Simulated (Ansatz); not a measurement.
# C2H8OSi2: what the fields show

Input

```
crystal:
  periodic: [false, false, false]
  atoms:
    - { symbol: Si, position_ang: [-1.0059, 1.2625, 1.1489] }
    - { symbol: C, position_ang: [-0.1281, 0.9819, -0.4218] }
    - { symbol: Si, position_ang: [0.8599, -0.4824, -0.1041] }
    - { symbol: C, position_ang: [0.6225, -2.0495, -0.9797] }
    - { symbol: O, position_ang: [1.5507, -1.1682, -1.4628] }
    - { symbol: H, position_ang: [-0.1359, 1.62, 2.2634] }
    - { symbol: H, position_ang: [-1.9203, 2.4804, 0.959] }
    - { symbol: H, position_ang: [-1.8618, 0.1589, 1.4941] }
    - { symbol: H, position_ang: [-0.8145, 0.8357, -1.209] }
    - { symbol: H, position_ang: [0.4928, 1.8509, -0.6656] }
    - { symbol: H, position_ang: [2.43576, -0.83462, -1.7552] }
    - { symbol: H, position_ang: [-0.3599, -2.1152, -1.5102] }
    - { symbol: H, position_ang: [0.8206, -2.9441, -0.5061] }
basis:
  gaussian: { orbitals: def2-SVP }
hamiltonian:
  xc: pbe
  dispersion: d4
relax:
  f_tol: 0.02
  max_steps: 50
output:
  orbitals: {}
```

Launched as:

```sh
ansatz run input.yaml --threads 2 --pin off --max-ram 3072MiB --backend cpu --events-out ev --progress --plain --runs-dir out
```

The fields are those of the relaxed geometry.

The calculation used RKS PBE-D4/def2-SVP (Ansatz 0.2.0).

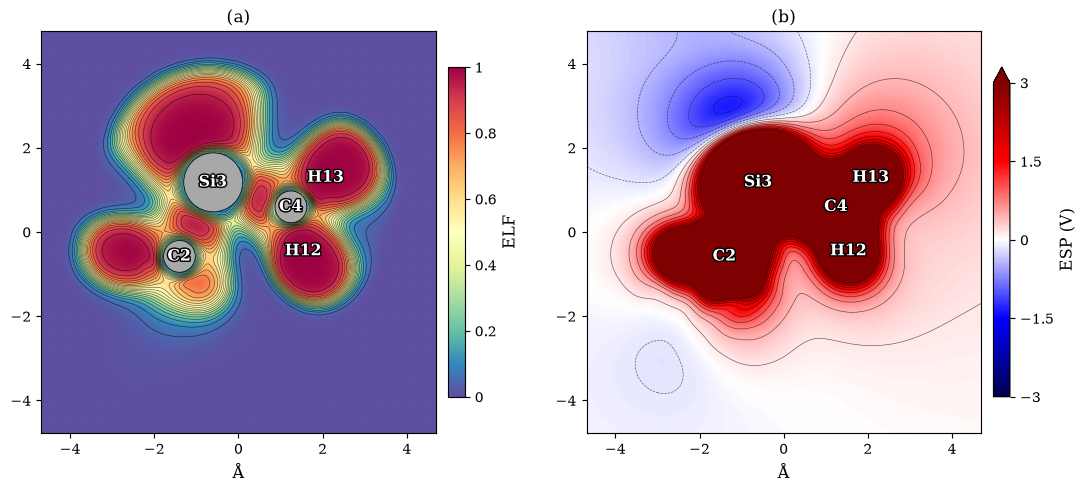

Figure 1. (a) electron localisation function; (b) molecular electrostatic potential on the plane of atoms C2, Si3 and C4. Grey discs cover the atomic cores in the ELF map.

Read the bonding off the picture.

- The section cuts through C, Si and H sites.
- C–Si (1.93 Å): the ELF peaks at about 0.95 between the atoms, as expected for a shared electron pair.
- C–H (1.11 Å): the ELF climbs to about 1 towards the hydrogen, as it does in any bond to H (an ordinary covalent bond to hydrogen).
- The ELF also peaks beside Si3, away from the bonds: lone-pair regions.
- Outside the dense part of the molecule the potential is most negative (−1.3 V) near Si3.

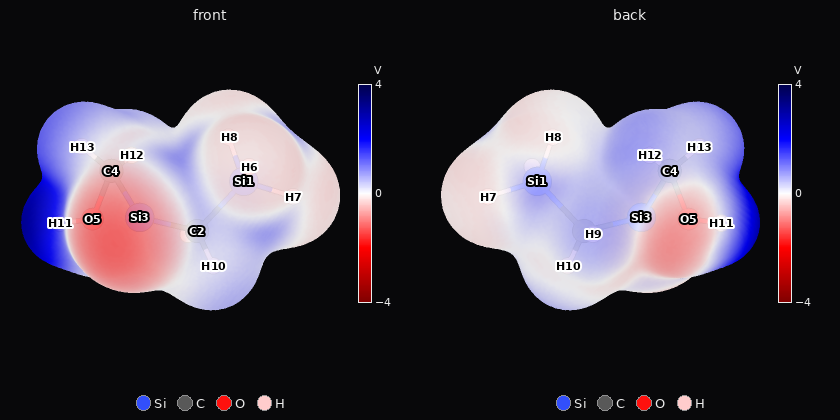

Figure 2. The molecular electrostatic potential painted on the density surface at 0.002 e/bohr³, seen from the front and from behind; the colour scale runs from red (negative) to blue (positive).

Describe the electrostatic potential map.

The most negative region (about −1.2 V, or −28 kcal/mol for a unit charge) lies over Si3, the most positive (about +3.0 V, or +69 kcal/mol for a unit charge) over H11.

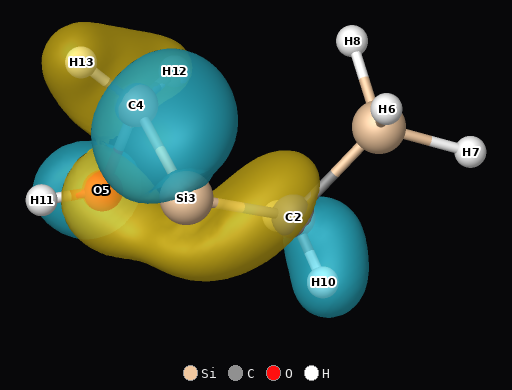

Figure 3. The HOMO−1 at ±0.1 Å⁻³ᐟ² (yellow and cyan are the two phases), seen across its widest extent.

Describe this orbital and give its energy.

Its weight (Hirshfeld) is mainly on C4 (about 30 %), Si3 (about 25 %), O5 (about 20 %) and C2 (about 10 %). Its energy is −6.42 eV.

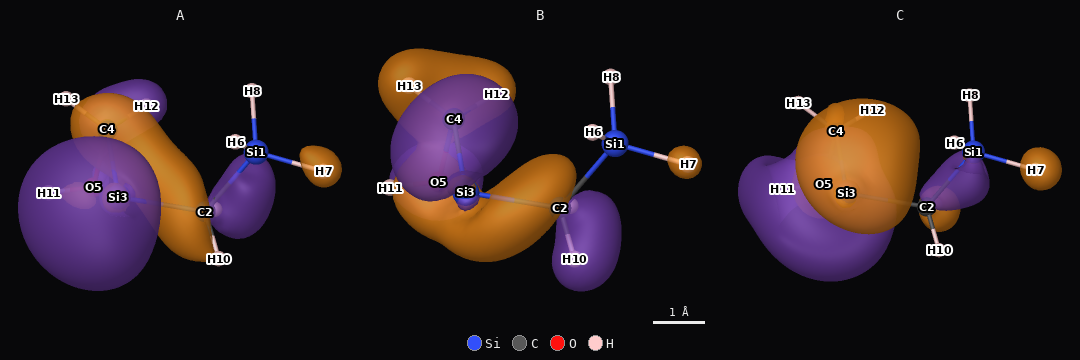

Figure 4. Three frontier orbitals at ±0.08 Å⁻³ᐟ² (orange and purple are the two phases), in no order.

Order the three orbitals by energy and name them.

B is the HOMO−1 (−6.42 eV). By Hirshfeld shares it lies mainly on C4 (about 30 %), Si3 (about 25 %), O5 (about 20 %) and C2 (about 10 %). A is the HOMO (−4.93 eV). It lies mainly on Si3 (about 65 %), C2 (about 10 %) and C4 (about 10 %). C is the LUMO (−1.73 eV). Its weight (Hirshfeld) is mainly on Si3 (about 60 %) and O5 (about 15 %).

What is the HOMO–LUMO gap?

3.20 eV between the orbital energies.
